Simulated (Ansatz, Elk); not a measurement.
# How far do independent atoms describe Na3Li?

The structure of Na3Li used here is made up (a known structure type with other elements) and was relaxed beforehand with PBE. The aim is the Fourier transform of its all-electron density, F(hkl), set beside the sum over free spherical atoms that refinements use.

Main program and level: Elk 11.2.3 (patched build); DFT, PBE, all-electron APW+lo, Dirac cores, scalar-relativistic bands, static density, no spin.

The structure was built from a prototype and need not be the compound's stable phase.

**1. The starting structure**

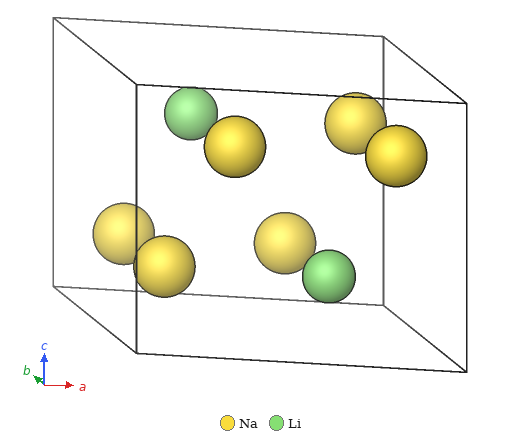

Start, viewed slightly off an axis; sodium yellow, lithium green.

**2. Ground state and structure factors**

An all-electron density is needed, since X-rays see the cores too. Task 0 finds the density and task 195 Fourier-transforms it; tshift is off so that phases refer to the origin typed.

File elk.in:

```
tasks
  0
  195

xctype
  20

spinpol
  .false.

rgkmax
  7.0

gmaxvr
  14.0

lmaxo
  7

lmaxapw
  8

swidth
  0.002

tshift
  .false.

ramdisk
  .false.

hmaxvr
  5.5

maxscl
  120

epspot
  1e-06

sppath
  './'

avec
  13.69151999586 0.00000000000 0.00000000000
  -6.84575999793 11.85720413284 -0.00000000000
  0.00000000000 -0.00000000000 10.93611284207

atoms
  2
  'Na.in'
  6
  0.8293675555 0.1706324445 0.7500000000   0.000000 0.000000 0.000000
  0.3412648890 0.1706324445 0.7500000000   0.000000 0.000000 0.000000
  0.8293675555 0.6587351110 0.7500000000   0.000000 0.000000 0.000000
  0.1706324445 0.8293675555 0.2500000000   0.000000 0.000000 0.000000
  0.6587351110 0.8293675555 0.2500000000   0.000000 0.000000 0.000000
  0.1706324445 0.3412648890 0.2500000000   0.000000 0.000000 0.000000
  'Li.in'
  2
  0.6666666667 0.3333333333 0.2500000000   0.000000 0.000000 0.000000
  0.3333333333 0.6666666667 0.7500000000   0.000000 0.000000 0.000000

ngridk
  4 4 4
```

On the command line:

```console
$ OMP_NUM_THREADS=4 elk
```

Numbers of over 12 decimals in the logs are rounded to 6 here.

Log:

```text
┌─────────────────────────┐
│ Elk code version 11.2.3 │
└─────────────────────────┘

All units are atomic (Hartree, Bohr, etc.)

┌─────────────────────────────────────────────────┐
│ Ground-state run starting from atomic densities │
└─────────────────────────────────────────────────┘

Lattice vectors :
   13.69152000       0.000000000       0.000000000
  -6.845759998       11.85720413      -0.000000000
   0.000000000      -0.000000000       10.93611284

Reciprocal lattice vectors :
  0.4589107206      0.2649522281       0.000000000
  -0.000000000      0.5299044561       0.000000000
  -0.000000000       0.000000000      0.5745355226

Unit cell volume      :    1775.402980
Brillouin zone volume :   0.1397148795

Muffin-tin inner radius fraction :   0.1000000000E-01

Nuclei treated as point charges

Species : 1 (Na)
 parameters loaded from : Na.in
 name : sodium
 nuclear charge    :   -11.00000000
 electronic charge :    11.00000000
 atomic mass :    41907.78703
 muffin-tin radius :    2.200000000
 number of radial points in muffin-tin :    793
 inner part over the whole radius :   0.9883648912E-02
 number on inner part of muffin-tin    :    551
 approximate nuclear radius :   0.5574345702E-04
 number of mesh points to nuclear radius :    238
 atomic positions (lattice), magnetic fields (Cartesian) :
  1 :  -0.17063244  0.17063244 -0.25000000    0.00000000  0.00000000  0.00000000
  2 :   0.34126489  0.17063244 -0.25000000    0.00000000  0.00000000  0.00000000
  3 :  -0.17063244 -0.34126489 -0.25000000    0.00000000  0.00000000  0.00000000
  4 :   0.17063244 -0.17063244  0.25000000    0.00000000  0.00000000  0.00000000
  5 :  -0.34126489 -0.17063244  0.25000000    0.00000000  0.00000000  0.00000000
  6 :   0.17063244  0.34126489  0.25000000    0.00000000  0.00000000  0.00000000

Species : 2 (Li)
 parameters loaded from : Li.in
 name : lithium
 nuclear charge    :   -3.000000000
 electronic charge :    3.000000000
 atomic mass :    12652.66898
 muffin-tin radius :    1.800000000
 number of radial points in muffin-tin :    593
 inner part over the whole radius :   0.9806707936E-02
 number on inner part of muffin-tin    :    401
 approximate nuclear radius :   0.4000070961E-04
 number of mesh points to nuclear radius :    148
 atomic positions (lattice), magnetic fields (Cartesian) :
  1 :  -0.33333333  0.33333333  0.25000000    0.00000000  0.00000000  0.00000000
  2 :   0.33333333 -0.33333333 -0.25000000    0.00000000  0.00000000  0.00000000

Total number of atoms per unit cell :    8
Total muffin-tin volume :    316.4714776
 ratio of muffin-tin to unit cell volume :   0.1782533211

Spin treatment :
 spin-unpolarised

Number of Bravais lattice symmetries :   24
Number of crystal symmetries         :   24
Crystal has inversion symmetry
Real symmetric eigensolver will be used

k-point grid :      4     4     4
k-point offset :    0.000000000       0.000000000       0.000000000
k-point set is reduced with full crystal symmetry group
Total number of k-points :       12

Muffin-tin radius times maximum |G+k| :    7.000000000
 using average radius
Maximum |G+k| for APW functions       :    3.333333333
Maximum (1/2)|G+k|²                   :    5.555555556
Maximum |G| for potential and density :    14.00000000
Constant for pseudocharge density :    8
 order of it for each species :   15  15
 order of it for pair densities of each species (exact exchange by exxq0 0: 16) :   11   5
Radial integration step length :    1

G-vector grid sizes :     63    63    49
Number of G-vectors :    82267

Maximum angular momentum used for
 APW functions            :    8
 outer part of muffin-tin :    7
 inner part of muffin-tin :    2

Total nuclear charge    :   -72.00000000
Total core charge       :    12.00000000
Total valence charge    :    60.00000000
Total excess charge     :    0.000000000
Total electronic charge :    72.00000000

Effective Wigner radius, rₛ :    1.805615522

Number of empty states         :     32
Total number of valence states :     63
[...]
total energy                :     -989.98676432282

Density of states at Fermi energy :    110.2408728
 (states/Hartree/unit cell)

Estimated indirect band gap :   0.3829989917E-02
 from k-point 7 to k-point 6
Estimated direct band gap   :   0.6018787884E-02
 at k-point 7

Charges :
 core                        :    12.00000000
 valence                     :    60.00000000
 interstitial                :    7.547087179
 muffin-tins (core leakage)
  species : 1 (Na)
[...]
species : 2 (Li)
   atom 1                    :    2.089862866     (   0.000000000    )
   atom 2                    :    2.089862866     (   0.000000000    )
 total in muffin-tins        :    64.45291282
 total calculated charge     :    71.99999966
 total charge                :    72.00000000
 error                       :   0.3362201966E-06

RMS change in Kohn-Sham potential (target) :    6.698263958     (  0.1000000000E-05)
Absolute change in total energy (target)   :   0.1978309495     (  0.1000000000E-03)

[... loops 3 to 13 left out ...]

┌──────────────────┐
│ Loop number : 14 │
└──────────────────┘

Energies :
 Fermi                       :     0.95754922389562E-02
 sum of occupied eigenvalues :     -516.49616559121
 electron kinetic            :      989.99895288133
 core electron kinetic       :      676.92503764759
 Coulomb                     :     -1889.7798649351
 Coulomb potential           :     -1390.7023984572
 nuclear-nuclear             :     -166.14448002317
 electron-nuclear            :     -2059.4959353523
 Hartree                     :      335.86055044037
 Madelung                    :     -1194.4286657065
 xc potential                :     -115.79272001537
 exchange                    :     -87.334370592481
 correlation                 :     -2.521287
 electron entropic           :    -0.16476784007539E-02
 total energy                :     -989.63821727766

Density of states at Fermi energy :    123.4397589
 (states/Hartree/unit cell)

Estimated indirect band gap :   0.4642529930E-02
 from k-point 6 to k-point 7
Estimated direct band gap   :   0.5712115018E-02
 at k-point 6

Charges :
 core                        :    12.00000000
 valence                     :    60.00000000
 interstitial                :    7.540531198
 muffin-tins (core leakage)
  species : 1 (Na)
[...]
species : 2 (Li)
   atom 1                    :    2.080016818     (   0.000000000    )
   atom 2                    :    2.080016818     (   0.000000000    )
 total in muffin-tins        :    64.45946880
 total calculated charge     :    71.99999982
 total charge                :    72.00000000
 error                       :   0.1840041648E-06

RMS change in Kohn-Sham potential (target) :   0.5368411610E-06 (  0.1000000000E-05)
Absolute change in total energy (target)   :   0.7350146120E-05 (  0.1000000000E-03)

Convergence targets achieved

┌──────────────────┐
│ Loop number : 15 │
└──────────────────┘

Energies :
 Fermi                       :     0.95754962124769E-02
 sum of occupied eigenvalues :     -516.49616570725
 electron kinetic            :      989.99895294590
 core electron kinetic       :      676.92503763688
 Coulomb                     :     -1889.7798650252
 Coulomb potential           :     -1390.7023984190
 nuclear-nuclear             :     -166.14448002317
 electron-nuclear            :     -2059.4959355608
 Hartree                     :      335.86055055870
 Madelung                    :     -1194.4286658157
 xc potential                :     -115.79272023413
 exchange                    :     -87.334370601606
 correlation                 :     -2.521287
 electron entropic           :    -0.16476783640557E-02
 total energy                :     -989.63821731231

Density of states at Fermi energy :    123.4397553
 (states/Hartree/unit cell)

Estimated indirect band gap :   0.4642530433E-02
 from k-point 6 to k-point 7
Estimated direct band gap   :   0.5712115381E-02
 at k-point 6

Charges :
 core                        :    12.00000000
 valence                     :    60.00000000
 interstitial                :    7.540531193
 muffin-tins (core leakage)
  species : 1 (Na)
[...]
atom 4                    :    10.04990586     ( -0.9715865579E-07)
   atom 5                    :    10.04990586     ( -0.9715865579E-07)
   atom 6                    :    10.04990586     ( -0.9715865579E-07)
  species : 2 (Li)
   atom 1                    :    2.080016814     (   0.000000000    )
   atom 2                    :    2.080016814     (   0.000000000    )
 total in muffin-tins        :    64.45946881
 total calculated charge     :    71.99999982
 total charge                :    72.00000000
 error                       :   0.1840050317E-06

┌──────────────────────────────┐
│ Self-consistent loop stopped │
└──────────────────────────────┘

Wrote STATE.OUT
```

Elapsed: 78 s, on 4 threads of Arm Neoverse V2, shared host; peak memory 0.45 GiB; 3.7 min of CPU time.

SFACRHO.OUT:

```text

h k l indices transformed by vhmat matrix:
   1.000000000       0.000000000       0.000000000    
   0.000000000       1.000000000       0.000000000    
   0.000000000       0.000000000       1.000000000    

      h      k      l  multipl.   |H|            Re(F)            Im(F)           |F|

      0      0      0      1   0.0000000       72.000000     -0.52202800E-16   72.000000    
      1      0      0      6  0.52990446       5.8722019      0.42347707E-14   5.8722019    
      0      0     -1      2  0.57453552      0.36405820E-14  0.30798332E-14  0.47685648E-14
      0     -1     -1      6  0.78159440       13.709003      0.38497915E-14   13.709003    
      0      1     -1      6  0.78159440      -13.709003      0.31760780E-14   13.709003    
      1      1      0      6  0.91782144      -14.333598     -0.42746574E-14   14.333598    
      0      2      0      6   1.0598089      -28.295368     -0.57746873E-15   28.295368    
      1     -2      1     12   1.0828145     -0.22477082E-08  0.23098749E-14  0.22477082E-08
      0      0     -2      2   1.1490710      -55.543636     -0.55822424E-16   55.543636    
      2     -2      1      6   1.2055231       47.367409      0.31760780E-14   47.367409    
      2     -2     -1      6   1.2055231      -47.367409     -0.31760780E-14   47.367409    
     -1      0      2      6   1.2653707      -5.2370689      0.13474270E-14   5.2370689    
      1      0      2      6   1.2653707      -5.2370689     -0.26948541E-14   5.2370689    
     -2     -1      0     12   1.4019954       9.2239550      0.40422811E-14   9.2239550    
      1     -2      2     12   1.4706327       12.554536     -0.13529054E-13   12.554536    
      3     -2     -1     12   1.5151509      -9.1958912      0.11645619E-13   9.1958912    
      3     -1     -1     12   1.5151509       9.1958912     -0.50047290E-14   9.1958912    
      0      2      2      6   1.5631888       25.006026      0.17324062E-14   25.006026
```

Elk indexes on the primitive cell of elk.in and gives |H| = 4π sin θ/λ in inverse bohr. Below, one row stands for each form hkl of the conventional cell (m members, Friedel mates merged), F is for one primitive cell and the density is static (no thermal factor). Free-atom factors are Waasmaier and Kirfel's, and R is Σm||F|−|F'||/Σm|F|.

```csv
hkl,m,sin θ/λ (Å⁻¹),"abs F, DFT",neutral atoms,diff.
100,6,0.080,5.872,5.954,-0.082
001,2,0.086,0.000,0.000,+0.000
101,12,0.117,13.709,13.778,-0.069
110,6,0.138,14.334,14.353,-0.019
200,6,0.159,28.295,28.484,-0.188
111,12,0.163,0.000,0.000,+0.000
002,2,0.173,55.544,55.912,-0.369
201,12,0.181,47.367,47.666,-0.298
102,12,0.190,5.237,5.250,-0.013
210,12,0.211,9.224,9.268,-0.044
112,12,0.221,12.555,12.612,-0.057
211,24,0.228,9.196,9.237,-0.041
202,12,0.235,25.006,25.128,-0.122
300,6,0.239,12.292,12.352,-0.060
```

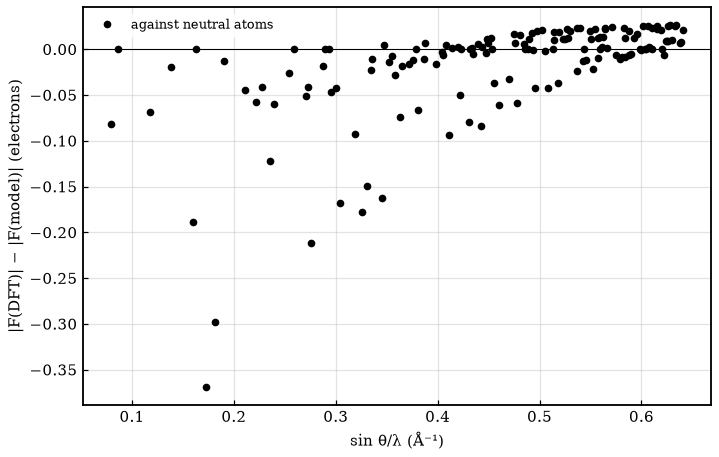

Difference between the calculated structure factors and the independent-atom ones.

**3. The highest occupied states alone**

An energy window below the Fermi level keeps the highest occupied states, to see at which angles they scatter; shallow core shells can lie inside it and anion s states outside. No new self-consistency is needed.

elk.in, as its differences from that of step 2:

```diff
@@ -1,3 +1,2 @@
 tasks
-  0
   195
@@ -40,2 +39,5 @@
 
+wsfac
+  -0.431420 0.309580
+
 sppath
```

On the command line:

```console
$ OMP_NUM_THREADS=4 elk
```

Log:

```text
┌─────────────────────────────────┐
│ Elk code version 11.2.3 started │
└─────────────────────────────────┘

Info(readinput): the functional depends on the density's gradient
 muffin-tin radial points multiplied by    2.00000
 (not where nrmtscf is given)

┌────────────────────┐
│ Current task : 195 │
└────────────────────┘

Info(sfacrho): density structure factors written to SFACRHO.OUT

 Energy window :  -0.4314200000      0.3095800000

┌──────────────────┐
│ Elk code stopped │
└──────────────────┘
```

Wall time 23 s (4 threads); peak memory 0.23 GiB; 23 s of CPU time.

States within 12 eV below the Fermi level hold 8.00 electrons; any levels below the window count with the cores. Their amplitudes can exceed the total, where window and core parts have opposite phase:

```csv
hkl,sin θ/λ (Å⁻¹),"abs F, window","abs F, all"
100,0.080,0.200,5.872
001,0.086,0.000,0.000
101,0.117,0.137,13.709
110,0.138,0.082,14.334
200,0.159,0.106,28.295
111,0.163,0.000,0.000
002,0.173,0.289,55.544
201,0.181,0.252,47.367
102,0.190,0.002,5.237
210,0.211,0.009,9.224
```

**4. Another functional**

The difference from free atoms is small, so it is set against the change that LDA (Perdew-Wang) makes.

elk.in, as its differences from that of step 3:

```diff
@@ -1,2 +1,3 @@
 tasks
+  0
   195
@@ -4,3 +5,3 @@
 xctype
-  20
+  3
 
@@ -39,5 +40,2 @@
 
-wsfac
-  -0.431420 0.309580
-
 sppath
```

On the command line:

```console
$ OMP_NUM_THREADS=4 elk
```

Log:

```text
┌─────────────────────────┐
│ Elk code version 11.2.3 │
└─────────────────────────┘

All units are atomic (Hartree, Bohr, etc.)

┌─────────────────────────────────────────────────┐
│ Ground-state run starting from atomic densities │
└─────────────────────────────────────────────────┘

Lattice vectors :
   13.69152000       0.000000000       0.000000000
  -6.845759998       11.85720413      -0.000000000
   0.000000000      -0.000000000       10.93611284

Reciprocal lattice vectors :
  0.4589107206      0.2649522281       0.000000000
[...]
species : 1 (Na)
[...]
atom 5                    :    10.05290253     ( -0.1555072438E-05)
   atom 6                    :    10.05290253     ( -0.1555072438E-05)
  species : 2 (Li)
   atom 1                    :    2.078946069     (   0.000000000    )
   atom 2                    :    2.078946069     (   0.000000000    )
 total in muffin-tins        :    64.47530729
 total calculated charge     :    72.00000843
 total charge                :    72.00000000
 error                       :   0.8426687501E-05

┌──────────────────────────────┐
│ Self-consistent loop stopped │
└──────────────────────────────┘

Wrote STATE.OUT
[key lines of the parts left out:]
total energy                :     -985.05849466108
```

Run time: 56 s. Hardware: 4 threads; peak memory 0.44 GiB; 2.9 min of CPU time.

Against the first run R = 0.22 %; the largest change is -0.102 at 222.

**5. Basis size**

A smaller basis shows how fast F responds to it; the change is likely larger than the basis error of the first run, but doesn't show convergence.

elk.in, as its differences from that of step 4:

```diff
@@ -5,3 +5,3 @@
 xctype
-  3
+  20
 
@@ -11,3 +11,3 @@
 rgkmax
-  7.0
+  5.5
```

On the command line:

```console
$ OMP_NUM_THREADS=4 elk
```

Log:

```text
┌─────────────────────────┐
│ Elk code version 11.2.3 │
└─────────────────────────┘

All units are atomic (Hartree, Bohr, etc.)

┌─────────────────────────────────────────────────┐
│ Ground-state run starting from atomic densities │
└─────────────────────────────────────────────────┘

Lattice vectors :
   13.69152000       0.000000000       0.000000000
  -6.845759998       11.85720413      -0.000000000
   0.000000000      -0.000000000       10.93611284

Reciprocal lattice vectors :
  0.4589107206      0.2649522281       0.000000000
[...]
species : 1 (Na)
[...]
atom 5                    :    10.04599018     ( -0.9715865534E-07)
   atom 6                    :    10.04599018     ( -0.9715865534E-07)
  species : 2 (Li)
   atom 1                    :    2.078112763     (   0.000000000    )
   atom 2                    :    2.078112763     (   0.000000000    )
 total in muffin-tins        :    64.43216659
 total calculated charge     :    71.99999931
 total charge                :    72.00000000
 error                       :   0.6889687256E-06

┌──────────────────────────────┐
│ Self-consistent loop stopped │
└──────────────────────────────┘

Wrote STATE.OUT
[key lines of the parts left out:]
total energy                :     -989.59789828802
```

Run time: 45 s. Hardware: 4 threads; peak memory 0.3 GiB.

Against the first run R = 0.02 %; the largest change is +0.016 at 224.

**6. Settings against the effect**

```csv
run,R against the first run (%),"R against neutral atoms, low angle (%)",wall time
"PBE, rgkmax 7",0.00,0.52,78 s
LDA (Perdew-Wang),0.22,0.60,56 s
rgkmax 5.5,0.02,0.53,45 s
```

**7. Results**

| Item | Value |
| --- | --- |
| R against neutral atoms, sin θ/λ < 0.3 Å⁻¹ | 0.52 % |
| R against neutral atoms, 0.3 to 0.64 Å⁻¹ | 0.25 % |

In words: Independent neutral atoms miss the calculated amplitudes by R = 0.52 % below 0.3 Å⁻¹ and 0.25 % from there to 0.64 Å⁻¹; by shells, 0.50 % below 0.15 Å⁻¹ (3 forms), 0.52 % 0.15 to 0.3 (15 forms), 0.29 % 0.3 to 0.45 (36 forms), 0.22 % above 0.45 (79 forms). Bonding, aspherical density and the tables' own atoms all enter these figures, and the runs don't part them. The largest change of an amplitude is -0.37 electrons, at 002. The window's part falls from 8.0 electrons at the origin to at most 0.12 between 0.45 and 0.64 Å⁻¹. Below 0.3 Å⁻¹ the changes that finished (LDA (Perdew-Wang) and rgkmax 5.5) move F by R = 0.11 % at most, against the 0.52 % that separates it from free atoms. The k-mesh has no finished test. Part of the difference isn't bonding: the tables are fits to free atoms and ions calculated by other methods than this functional. Thermal motion, anomalous dispersion and extinction are left out.

[Logs are printed without paths, hosts, clocks, repeated set-up lines and the standing remarks that a program may print on its own settings, such as how far it seeks lower states.]

[Hosts, paths, dates, database ids (printed as entryN), source tags and the programs' standing remarks are cut or masked in the printed files.]
